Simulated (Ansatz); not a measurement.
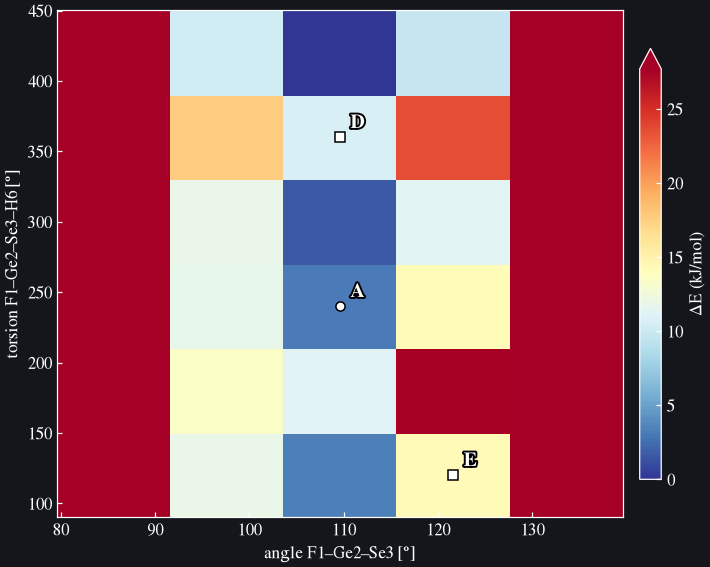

FGeH₃Se, SMILES [F][GeH2][SeH]. 
- Two internal coordinates are moved rigidly from the geometry relaxed at PBE0-D4/def2-TZVP, all others fixed.
- First axis: angle F1–Ge2–Se3. Second axis: torsion F1–Ge2–Se3–H6.
- Grid: 5 × 6 points.
- Points are written as (first, second).
- All energies are given in kJ/mol relative to the lowest grid point.
- Method: RKS PBE-D4/def2-TZVPP (Ansatz 0.2.0).

In the figure: one coloured cell a grid point, one colour for all values above the top of the scale, lettered points.

What kind of point is each of D, E: minimum, saddle, maximum or slope?

D: saddle point; E: on a slope. (In these two coordinates alone; a stationary point may lie a little off the grid point.)

Rank the lettered points by energy, lowest first.

A (3.1 kJ/mol), D (10.7 kJ/mol), E (14.3 kJ/mol).
